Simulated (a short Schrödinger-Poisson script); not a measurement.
Stack: gated Al0.3Ga0.7As/GaAs modulation-doped gas, at 20 K.

| layer | material | thickness (nm) | Nd (cm⁻³) | Na (cm⁻³) |
|---|---|---|---|---|
| 1 | Al0.3Ga0.7As | 20 | - | - |
| 2 | Al0.3Ga0.7As | 10 | 1.6e18 | - |
| 3 | Al0.3Ga0.7As | 10 | - | - |
| 4 | GaAs | 6000 | - | 9e14 |

The device is made up for the run: typed textbook-type constants, with dimensions and the other settings drawn at random. Al0.3Ga0.7As: permittivity 12.05, conduction-band edge (eV) 0.237, gap (eV) 1.798, electron mass (mₑ) 0.0919, Nv at 300 K (cm⁻³) 9e18. GaAs: permittivity 12.9, conduction-band edge (eV) 0, gap (eV) 1.424, Nv at 300 K (cm⁻³) 9e18.

Channel valleys (confinement mass, in-plane density-of-states mass, number): Γ 0.067, 0.067, 1. At the gate the conduction-band edge of layer 1 lies 0.99 eV − eVg above the Fermi level of the channel; the field vanishes at the back. Donor level 0.006 eV below the band edge. The barrier under the gate holds no holes. Gaps are held at their typed values at every temperature. Mesh 0.08 nm at interfaces.

From a short Schrödinger-Poisson script (our own, NumPy): 1D Poisson equation in equilibrium, electrons quantum, Hartree plus LDA exchange-correlation (BenDaniel-Duke, 40 states a valley, the channel's in-plane mass for all, wave functions free to enter the barrier), parabolic valleys, classical holes, donors ionised by Fermi statistics, acceptors fully, no traps, pinning or gate leakage.

Only gate voltages with over 1e8 electrons/cm² are shown.

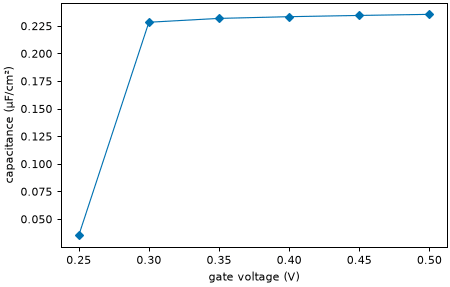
Quasi-static capacitance against gate voltage

| Vg (V) | electrons (cm⁻²) | in the channel layer | C (μF/cm²) | Γ E0 (meV) | Γ E1 (meV) |
|---|---|---|---|---|---|
| 0.5 | 3.53e11 | 3.47e11 | 0.235 | -12.6 | 17.7 |
| 0.4 | 2.07e11 | 2.04e11 | 0.233 | -7.4 | 20.5 |
| 0.3 | 6.27e10 | 6.21e10 | 0.228 | -1.7 | 23.1 |

Subbands count from the Fermi level.
